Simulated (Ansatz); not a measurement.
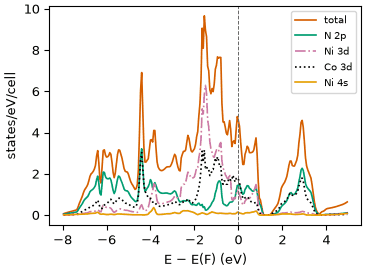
Figure: Total and projected density of states of CoNiN$_{2}$ in space group R-3m (No. 166; Co on 3b, Ni on 3a, N on 6c), the program Ansatz at the PBE level (PAW)

Which orbitals carry the states next to the Fermi level?

Within 0.5 eV of the Fermi level: Co 3d 38 %, N 2p 29 %, Ni 3d 28 %. Projections are on Löwdin-orthogonalised atomic valence shells; empty p or d shells of many metals are not among them.

Where is the tallest occupied peak in this window, and what makes it?

Near -1.5 eV, about 9.7 states/eV per cell; the largest projected share is Ni 3d.

The start of the workflow was typed in or built on a structure type; neither database checked (COD, Materials Project) lists it. Its standing as an ambient phase is unchecked. The PBE relaxation kept the symmetry of its start; whether a distortion lowers the energy is not shown. The final state is ferromagnetic, the only order run, not a proven ground state. Its formation energy is positive at this level, so the cell may be metastable or incomplete. No Hubbard U is applied.

Potentials: the later of the program's two PAW sets.
